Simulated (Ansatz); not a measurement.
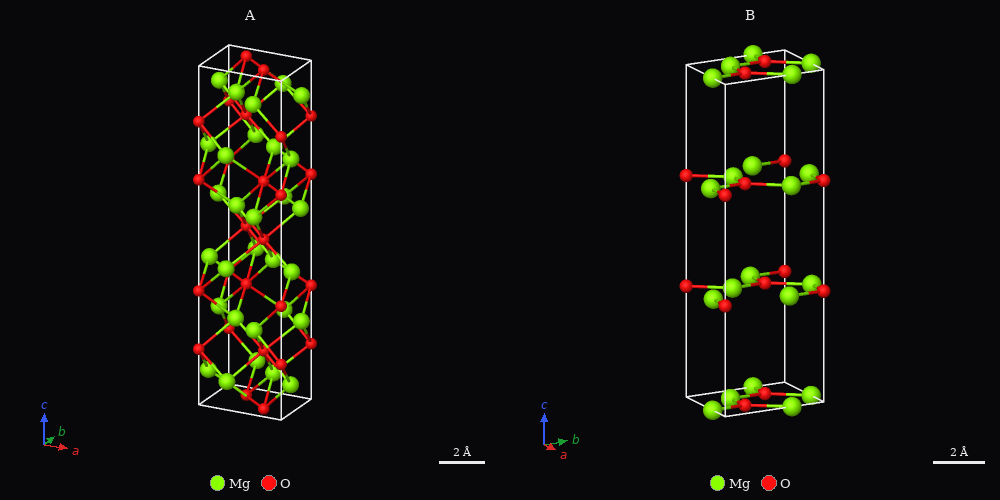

Two structures of Mg₃O₂, each relaxed to rest (conventional cells in solid outline, small ones repeated, not to one scale). Method: DFT PBE, scalar-relativistic, plane waves, PAW (Ansatz), without spin polarisation.

Question: Which structures are these?

Answer: A: 30 atoms a cell on a rhombohedral (trigonal R) lattice, R-3c. B: 15 atoms a cell on a rhombohedral (trigonal R) lattice, R32.

Question: Which has the lower energy, and by how much?

Answer: A is lower, by 105 meV/atom at this level of theory (energies at zero smearing). Volumes: A 12.5, B 24.2 Å³/atom.

One or both may be structure types tried for this composition rather than known phases.
